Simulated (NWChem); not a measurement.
**HF/STO-3G run of SnH2F2 (SMILES [F][SnH2][F])**

What is the electronic atomisation energy of SnH2F2 at HF/STO-3G? 

The results are computed with NWChem 7.3.0.

14 further runs of the same task are left out: 2 that didn't finish, 12 set aside as unsound or not needed.

### 1 Starting point

SnH2F2: 5 atoms, total charge 0, spin state singlet. SMILES: `[F][SnH2][F]`. The shape is that of a PBE0-D4/def2-TZVP optimisation.

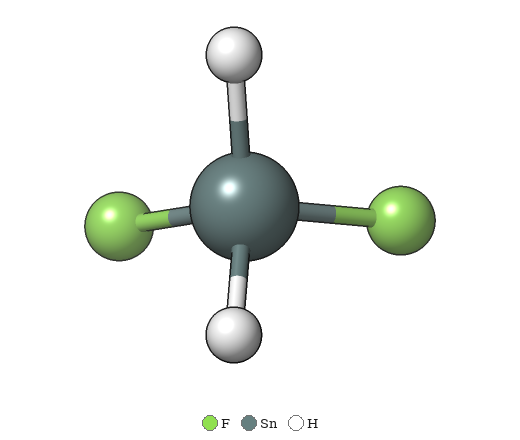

Viewed from a chosen angle; fluorine green, tin teal, hydrogen white.

### 2 Energy and gradient at HF/STO-3G

The input, job.nw:

```
start job
title "F2H2Sn"
memory stack 880 mb heap 220 mb global 1100 mb

geometry units angstroms noautosym nocenter noautoz
 F    -0.343500   -0.356300    1.741400
 Sn    0.128900   -0.073200   -0.086200
 F    -1.231200    1.110700   -0.712400
 H    -0.087400   -1.547100   -0.889100
 H     1.583200    0.792100   -0.095000
end

basis spherical bse
 * library STO-3G
end

scf
 thresh 1e-08
 maxiter 80
end

task scf gradient
```

Started as:

```bash
$ nwchem job.nw > job.out
```

Standard output:

```text
[...]
  functions       =    39
[...]
  wavefunction    = RHF
[...]
         Total SCF energy =  -6160.534938366144
      One-electron energy =  -9128.301034804888
      Two-electron energy =   2665.921138535116
 Nuclear repulsion energy =    301.844957903629
        Time for solution =      2.5s
[...]
                         RHF ENERGY GRADIENTS
    atom               coordinates                        gradient
                 x          y          z           x          y          z
   1 F      -0.649121  -0.673309   3.290769   -0.002676  -0.001550   0.010188
   2 Sn      0.243586  -0.138328  -0.162894    0.003489  -0.001718  -0.002266
   3 F      -2.326631   2.098919  -1.346241   -0.007626   0.006618  -0.003455
   4 H      -0.165162  -2.923595  -1.680155   -0.010216  -0.020749  -0.008708
   5 H       2.991814   1.496852  -0.179524    0.017029   0.017399   0.004241
[...]
```

Run time: 4.2 s. Hardware: 1 thread of INTEL XEON PLATINUM 8581C at 2.10GHz (Emerald Rapids), shared host; peak memory 0.098 GiB.

### 3 The F atom: the energy at UHF/STO-3G

The input, f.nw:

```
start f
memory stack 880 mb heap 220 mb global 1100 mb
charge 0

geometry units angstroms noautosym nocenter noautoz
   F     0.000000    0.000000    0.000000
end

basis spherical bse
   * library STO-3G
end

scf
   nopen 1
   uhf
   thresh 1e-08
   maxiter 80
   print medium
end

task scf energy
```

Run the same way, it converges to -97.98651 Eh (log not shown).

### 4 The H atom: a single-point energy at UHF/STO-3G

The input, sp.nw:

```
start sp
title "H"
memory stack 880 mb heap 220 mb global 1100 mb
charge 0

geometry noautosym nocenter noautoz
   H        0.000000       0.000000       0.000000
end

basis spherical bse
   * library STO-3G
end

scf
   nopen 1
   uhf
   thresh 1e-08
   maxiter 80
   print medium
end

task scf energy
```

Run the same way, it converges to -0.46658 Eh (log not shown).

### 5 The Sn atom: a single-point energy at UHF/STO-3G

The input, sn.xyz:

```xyz
1
Sn energy
Sn     0.000000     0.000000     0.000000
```

The input, run.py:

```python
from ase.io import read
from ase.calculators.nwchem import NWChem

mol = read('sn.xyz')

calc = NWChem(
    label='sn',
    theory='scf',
    memory='2200 mb',
    basis='STO-3G',
    basispar='spherical bse',
    scf={'nopen': '2', 'uhf': None, 'thresh': '1e-08', 'maxiter': '80', 'print': 'low'},
    task='energy',
)
mol.calc = calc

e = mol.get_potential_energy()
print(f"E = {e:.6f} eV")
```

Run the same way, it converges to -5963.20613 Eh (log not shown).

### 6 What came out

Level: HF/STO-3G.

| quantity | value |
| --- | --- |
| molecule: total energy | -6160.53494 Eh |
| molecule: dipole moment | 2.18 D |
| molecule: HOMO energy | -9.56 eV |
| molecule: LUMO energy | 10.43 eV |
| molecule: HOMO–LUMO gap | 19.99 eV |
| molecule: largest force on an atom | 1.271 eV/Å |
| F atom: total energy | -97.98651 Eh |
| F atom: dipole moment | 0.00 D |
| F atom: HOMO energy (highest over α and β) | -12.60 eV |
| F atom: LUMO energy (lowest over α and β) | 10.15 eV |
| F atom: ⟨S²⟩ | 0.750 |
| H atom: total energy | -0.46658 Eh |
| H atom: dipole moment | 0.00 D |
| H atom: HOMO energy (highest over α and β) | -12.70 eV |
| H atom: ⟨S²⟩ | 0.750 |
| Sn atom: total energy | -5963.20613 Eh |
| Sn atom: ⟨S²⟩ | 2.000 |
| electronic atomisation energy | 11.500 eV |

In words: Taking the molecule apart into free atoms costs 11.50 eV (1110 kJ/mol), before zero-point energy and without spin-orbit coupling. Hartree–Fock lacks the correlation of the bonding pairs, which as a rule makes this value much too low; in minimal bases other errors can mask that. The largest force (molecule) is 1.27 eV/Å: the shape isn't a stationary point for this species at this level. In a minimal basis such a difference can be off by several eV, whatever the method. Mulliken charges (molecule) run from -0.36 on F1 to +1.08 on Sn2. Relativity is left out (molecule) although the molecule holds a heavy atom. Relativity is left out (Sn atom) although the molecule holds a heavy atom.
